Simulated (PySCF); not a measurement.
CH$_{4}$

Input

```
{"job": {"kind": "sp", "xc": "M06-2X", "basis": "ma-def2-TZVP", "grid": 3}, "charge": 0, "multiplicity": 1}
C      0.003513     0.001205    -0.006854
H     -0.710862    -0.275029    -0.793711
H      0.136229     1.091221     0.000884
H     -0.380316    -0.327736     0.967979
H      0.969169    -0.483649    -0.202464
```

Command:

```sh
OMP_NUM_THREADS=1 python redox_run.py task.json out
```

Geometry: PBE0-D3(BJ)/ma-def2-SVP.

Level of theory: DFT single point, gas phase, functional M06-2X in PySCF 2.14.0, density-fitted response routines.

**Predict the electron density and electron localisation function between the atoms.**

C–H (1.10 Å): ρ is about 1.9 e/Å³ halfway; the ELF climbs to about 1 towards the hydrogen, as it does in any bond to H; a covalent bond by its length.

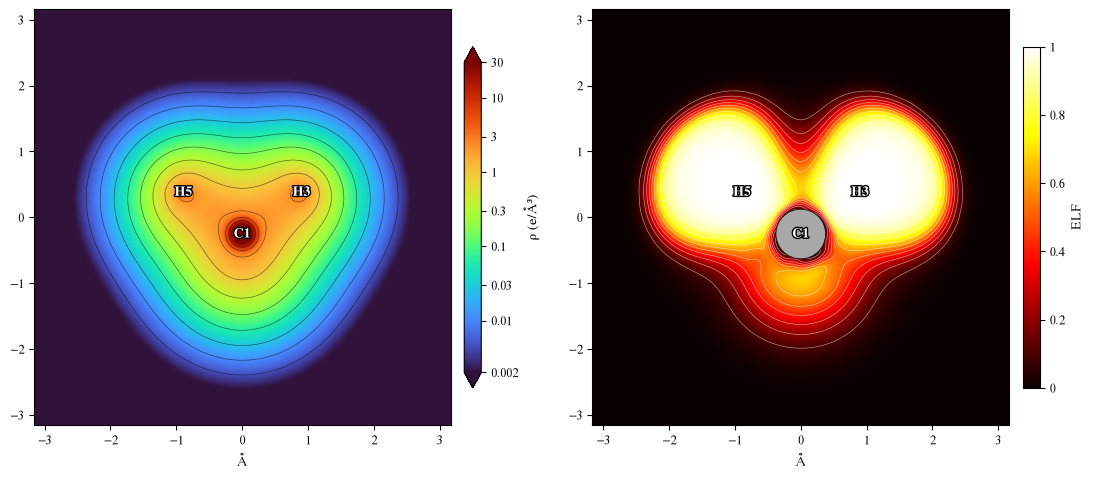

Computed electron density and electron localisation function on the plane of atoms H3, C1 and H5, in this order. Grey discs cover the atomic cores in the ELF map. 
